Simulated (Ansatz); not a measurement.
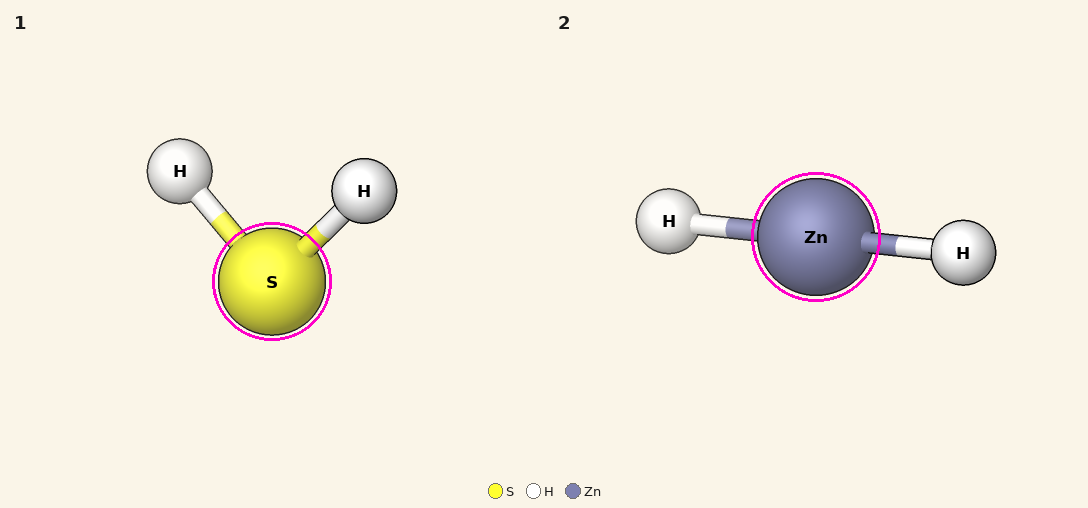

2 molecules with one skeleton, seen from the same side and at one scale; the atom that differs is circled. Charge 0, singlet. Computed geometries: PBE0-D4/def2-TZVP optimisations, one conformation each. Properties computed with Ansatz 0.2.0.

One atom differs, called X below: S in panel 1, Zn in panel 2. Their formulas are H2S (`S`), ZnH2 (`[ZnH2]`).

In which is the angle H–X–H larger (PBE0-D4/def2-TZVP)?

In panel 2 (X = Zn).

In which is the mean length of X–H larger (PBE0-D4/def2-TZVP)?

In panel 2 (X = Zn).

Give the values. With PBE0-D4/def2-TZVP: mean length of X–H (Å), angle H–X–H (°). With revPBE-D4/def2-TZVPP: HOMO energy (Kohn–Sham orbital) (eV), HOMO–LUMO gap (eV).

```csv
quantity,1 (S),2 (Zn),2 − 1
mean length of X–H (Å),1.341,1.544,+0.203
angle H–X–H (°),92.3,180.0,+87.7
HOMO energy (Kohn–Sham orbital) (eV),−6.16,−6.83,−0.67
HOMO–LUMO gap (eV),5.78,5.49,−0.29
```
